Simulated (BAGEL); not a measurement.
# CH6O2Si (SMILES C[SiH](O)O), step by step

We compute a single-point energy (HF/cc-pVDZ), then the energy (NEVPT2(2,2)/cc-pVDZ) of CH6O2Si. 

The calculation is run with BAGEL 1.2.2.

2 further runs of the same task are left out: 2 set aside as unsound or not needed.

## Step 1: The system as given

CH6O2Si: 10 atoms, total charge 0, spin state singlet. SMILES: `C[SiH](O)O`. The C1–Si2 distance was set to 4.260 Å, away from the relaxed value. At this shape a bond of the SMILES string is far longer than usual.

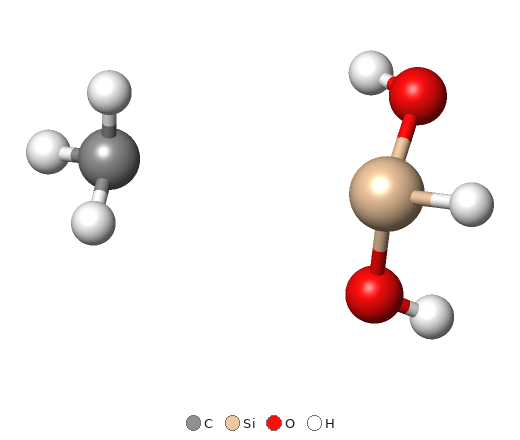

Viewed from a chosen angle; carbon grey, silicon light orange, oxygen red, hydrogen white.

## Step 2: The energy at HF/cc-pVDZ (density fitting with svp-jkfit) (run 1)

hf.json

```json
{ "bagel" : [

{
  "title" : "molecule",
  "basis" : "cc-pvdz.json",
  "df_basis" : "svp-jkfit",
  "angstrom" : true,
  "geometry" : [
    { "atom" : "C", "xyz" : [      -3.646682,       0.565943,      -0.605566 ] },
    { "atom" : "Si", "xyz" : [       0.517500,       0.180000,       0.206800 ] },
    { "atom" : "O", "xyz" : [       0.650400,      -1.156000,       1.160800 ] },
    { "atom" : "O", "xyz" : [       1.425000,       0.058500,      -1.161600 ] },
    { "atom" : "H", "xyz" : [      -4.034782,      -0.331657,      -1.094766 ] },
    { "atom" : "H", "xyz" : [      -4.207082,       0.707243,       0.321634 ] },
    { "atom" : "H", "xyz" : [      -3.838082,       1.421943,      -1.256566 ] },
    { "atom" : "H", "xyz" : [       1.088600,       1.369900,       0.884700 ] },
    { "atom" : "H", "xyz" : [       1.521500,      -1.366900,       1.499800 ] },
    { "atom" : "H", "xyz" : [       1.192100,      -0.627600,      -1.788900 ] }
  ]
},

{ "title" : "hf" },

{ "title" : "print", "file" : "orbitals.molden", "orbitals" : true }

]}
```

The basis set cc-pVDZ is read from a file made from the Basis Set Exchange's data (not shown).

Launch:

```bash
$ BAGEL_NUM_THREADS=1 BAGEL hf.json > hf.out
```

Log:

```text
* using 1 threads per process

  ===============================================================
  ===============================================================

  *** Geometry ***

  { "atom" : "C", "xyz" : [     -6.891230,      1.069477,     -1.144354 ] },
  { "atom" : "Si", "xyz" : [      0.977933,      0.340151,      0.390795 ] },
  { "atom" : "O", "xyz" : [      1.229078,     -2.184523,      2.193594 ] },
  { "atom" : "O", "xyz" : [      2.692860,      0.110549,     -2.195106 ] },
  { "atom" : "H", "xyz" : [     -7.624633,     -0.626741,     -2.068808 ] },
  { "atom" : "H", "xyz" : [     -7.950233,      1.336496,      0.607800 ] },
  { "atom" : "H", "xyz" : [     -7.252924,      2.687083,     -2.374566 ] },
  { "atom" : "H", "xyz" : [      2.057156,      2.588736,      1.671841 ] },
  { "atom" : "H", "xyz" : [      2.875218,     -2.583067,      2.834211 ] },
  { "atom" : "H", "xyz" : [      2.252743,     -1.185992,     -3.380531 ] },

  Number of auxiliary basis functions:      465

  Since a DF basis is specified, we compute 2- and 3-index integrals:
    o Being stored without compression. Storage requirement is 0.030 GB

  Number of basis functions:       90
  Number of electrons      :       42

    * METHOD: MOLECULE                             0.37

  *** RHF ***

  === Nuclear Repulsion ===
   153.4711025617

      * DIIS with orbital gradients will be used.

  === RHF iteration (cc-pvdz.json) ===
      0       -479.37296545          0.02217820           0.09
      1       -479.37955447          0.02379062           0.09
      2       -479.83011390          0.00624653           0.09
      3       -479.86949531          0.00233174           0.10
      4       -479.87353641          0.00104574           0.09
      5       -479.87431632          0.00049775           0.09
      6       -479.87447096          0.00018404           0.09
      7       -479.87449431          0.00003813           0.09
      8       -479.87449538          0.00000734           0.09
      9       -479.87449543          0.00000249           0.09
     10       -479.87449544          0.00000101           0.09
     11       -479.87449544          0.00000021           0.09
     12       -479.87449544          0.00000006           0.09
     13       -479.87449544          0.00000002           0.09
     14       -479.87449544          0.00000001           0.09
    * SCF iteration converged.

    * Permanent dipole moment:
           (   -0.710147,     0.397052,     0.036919) a.u.

    * METHOD: HF                                   1.65

    * METHOD: PRINT                                0.03

  ===============================================================
```

It took 2.2 s on 1 thread of Arm Neoverse N1, shared host; peak memory 0.15 GiB.

## Step 3: A single-point energy at NEVPT2(2,2)/cc-pVDZ (density fitting with svp-jkfit) (run 2)

input.json

```json
{ "bagel": [

{
  "title": "molecule",
  "basis": "cc-pvdz.json",
  "df_basis": "svp-jkfit",
  "angstrom": true,
  "geometry": [
    { "atom": "C", "xyz": [      -3.646682,       0.565943,      -0.605566 ] },
    { "atom": "Si", "xyz": [       0.517500,       0.180000,       0.206800 ] },
    { "atom": "O", "xyz": [       0.650400,      -1.156000,       1.160800 ] },
    { "atom": "O", "xyz": [       1.425000,       0.058500,      -1.161600 ] },
    { "atom": "H", "xyz": [      -4.034782,      -0.331657,      -1.094766 ] },
    { "atom": "H", "xyz": [      -4.207082,       0.707243,       0.321634 ] },
    { "atom": "H", "xyz": [      -3.838082,       1.421943,      -1.256566 ] },
    { "atom": "H", "xyz": [       1.088600,       1.369900,       0.884700 ] },
    { "atom": "H", "xyz": [       1.521500,      -1.366900,       1.499800 ] },
    { "atom": "H", "xyz": [       1.192100,      -0.627600,      -1.788900 ] }
  ]
},

{
  "title": "hf"
},

{
  "title": "nevpt2",
  "nstate": 1,
  "nact": 2,
  "nclosed": 20,
  "nspin": 0,
  "active": [21, 22],
  "maxiter": 200,
  "natocc": true,
  "ncore": 8
},

{
  "title": "print",
  "file": "orbitals.molden",
  "orbitals": true
}

]}
```

The basis set cc-pVDZ is read from a file made from the Basis Set Exchange's data (not shown).

Launch:

```bash
$ BAGEL_NUM_THREADS=1 BAGEL input.json > input.out
```

Log:

```text
* using 1 threads per process

  ===============================================================
  ===============================================================

  *** Geometry ***

  { "atom" : "C", "xyz" : [     -6.891230,      1.069477,     -1.144354 ] },
  { "atom" : "Si", "xyz" : [      0.977933,      0.340151,      0.390795 ] },
  { "atom" : "O", "xyz" : [      1.229078,     -2.184523,      2.193594 ] },
  { "atom" : "O", "xyz" : [      2.692860,      0.110549,     -2.195106 ] },
  { "atom" : "H", "xyz" : [     -7.624633,     -0.626741,     -2.068808 ] },
  { "atom" : "H", "xyz" : [     -7.950233,      1.336496,      0.607800 ] },
  { "atom" : "H", "xyz" : [     -7.252924,      2.687083,     -2.374566 ] },
  { "atom" : "H", "xyz" : [      2.057156,      2.588736,      1.671841 ] },
  { "atom" : "H", "xyz" : [      2.875218,     -2.583067,      2.834211 ] },
  { "atom" : "H", "xyz" : [      2.252743,     -1.185992,     -3.380531 ] },

  Number of auxiliary basis functions:      465

  Since a DF basis is specified, we compute 2- and 3-index integrals:
    o Being stored without compression. Storage requirement is 0.030 GB

  Number of basis functions:       90
  Number of electrons      :       42

    * METHOD: MOLECULE                             0.39

  *** RHF ***

  === Nuclear Repulsion ===
   153.4711025617

      * DIIS with orbital gradients will be used.

  === RHF iteration (cc-pvdz.json) ===
      0       -479.37296545          0.02217820           0.10
      1       -479.37955447          0.02379062           0.10
      2       -479.83011390          0.00624653           0.10
      3       -479.86949531          0.00233174           0.10
      4       -479.87353641          0.00104574           0.12
      5       -479.87431632          0.00049775           0.10
      6       -479.87447096          0.00018404           0.10
      7       -479.87449431          0.00003813           0.10
      8       -479.87449538          0.00000734           0.10
      9       -479.87449543          0.00000249           0.10
     10       -479.87449544          0.00000101           0.10
     11       -479.87449544          0.00000021           0.10
     12       -479.87449544          0.00000006           0.10
     13       -479.87449544          0.00000002           0.10
     14       -479.87449544          0.00000001           0.10
    * SCF iteration converged.

    * Permanent dipole moment:
           (   -0.710147,     0.397052,     0.036919) a.u.

    * METHOD: HF                                   1.82

    * freezing 8 orbitals
  ---------------------------
      CASSCF calculation
  ---------------------------

    ==== Active orbitals : =====
         Orbital 21
         Orbital 22
    ============================

    * nstate   :      1
    * nclosed  :     20
    * nact     :      2
    * nvirt    :     68
  === CASSCF iteration (cc-pvdz.json) ===

    * Using the second-order algorithm

      0  0      -479.97697688     5.38e-03      0.04

      1  0      -479.99570723     3.48e-04      0.70

      2  0      -479.99576719     4.87e-05      0.62

      3  0      -479.99576826     8.44e-06      0.59

      4  0      -479.99576829     1.53e-06      0.56

      5  0      -479.99576829     2.81e-07      0.55

      6  0      -479.99576829     5.19e-08      0.47

      7  0      -479.99576829     9.59e-09      0.45

    * Second-order optimization converged. *

     guess   0:   closed 1.                   open ..

  === FCI iteration ===

      0  0      -479.85727173     8.80e-02      0.00
      1  0      -479.99501317     8.13e-03      0.00
      2  0 *    -479.99576829     2.84e-16      0.00

     * ci vector, state   0, <S^2> = 0.0000
       2.     0.7851356196
       .2    -0.6193238723

  === DF-NEVPT2 calculation ===

    * 3-index integral transformation done
    * assembly done

      NEVPT2 correlation energy:   -0.5866570639      0.34

          (+0)     -0.5198002792
          (+0)'    -0.0077838736
          (+1)     -0.0161793479
          (+1)'    -0.0000000000
          (+2)     -0.0000555616
          (-1)     -0.0426963688
          (-1)'     0.0000000000
          (-2)     -0.0001416328

      NEVPT2 total energy:       -480.5824253583

    * METHOD: NEVPT2                               4.77

    * METHOD: PRINT                                0.04

  ===============================================================
```

Wall time 7.2 s (1 thread of Arm Neoverse N1, shared host); peak memory 0.15 GiB.

## Step 4: Summary of results

| quantity | value |
| --- | --- |
| run 1, HF/cc-pVDZ: total energy | -479.87450 Eh |
| run 1, HF/cc-pVDZ: dipole moment | 2.07 D |
| run 1, HF/cc-pVDZ: HOMO energy | -6.33 eV |
| run 1, HF/cc-pVDZ: LUMO energy | -0.85 eV |
| run 1, HF/cc-pVDZ: HOMO–LUMO gap | 5.47 eV |
| run 2, NEVPT2(2,2)/cc-pVDZ: total energy | -480.58243 Eh |

**Reading.** One bond (run 1, HF/cc-pVDZ) is far stretched, which a spin-restricted single reference describes badly; a broken-symmetry solution may lie lower.
